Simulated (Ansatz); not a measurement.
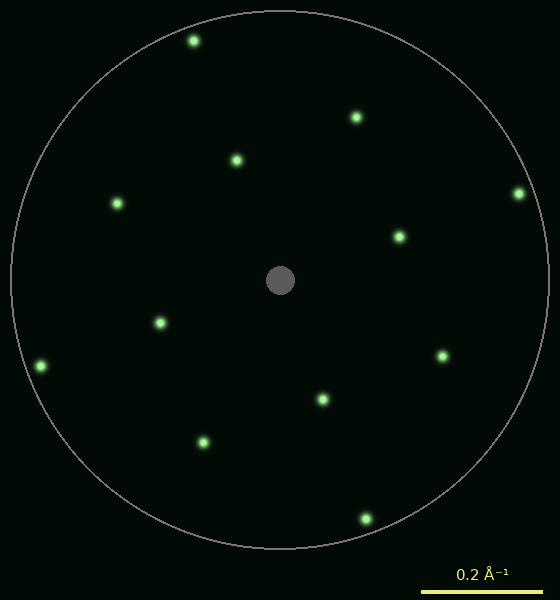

Simulated LEED pattern at 45 eV and normal incidence, from the upper face of a slab model. Spot positions follow from the surface net; brightness is a rough single-scattering estimate from the outer layers, good only for telling present from absent.

Q: What surface net do the spots show?

A: The spots form a square reciprocal net with shortest vectors 0.211 and 0.211 Å⁻¹ at 90.0°. The primitive real-space mesh has edges 4.73 and 4.73 Å at 90.0° (or its supplement) and area 22.4 Å².

The slab has composition Rb (2 atoms a cell, 3.9 Å thick). Structure: coordinates from a relaxation with Ansatz 0.2.0, DFT PBE, scalar-relativistic, plane waves, PAW; the starting structure was generated, so it need not be a known form of this composition.

```
Rb
1.0
     4.73279    0.00000    0.00000
     0.00000    4.73279    0.00000
     0.00000    0.00000   31.79123
Rb
2
Direct
  0.00000 0.50000 0.20668
  0.50000 0.00000 0.32806
```
